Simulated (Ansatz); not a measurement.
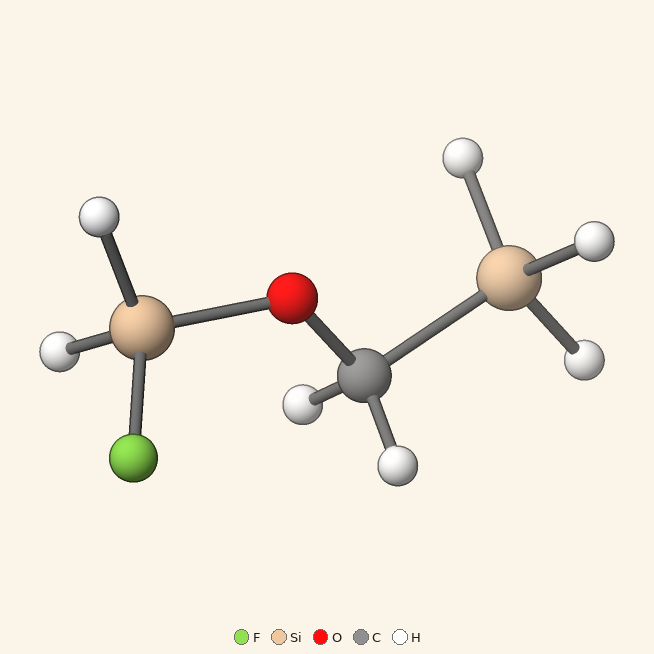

Computed geometry: PBE0-D4/def2-TZVP optimisation. No frequency run is at hand to confirm it as a minimum.

Give the structural formula.

SMILES: F[SiH2]OC[SiH3]

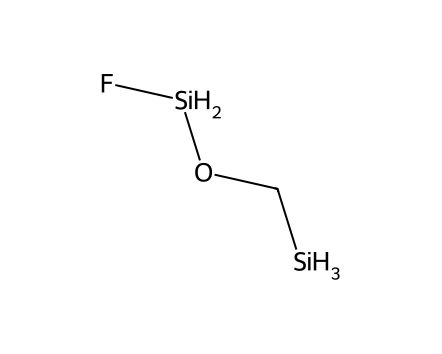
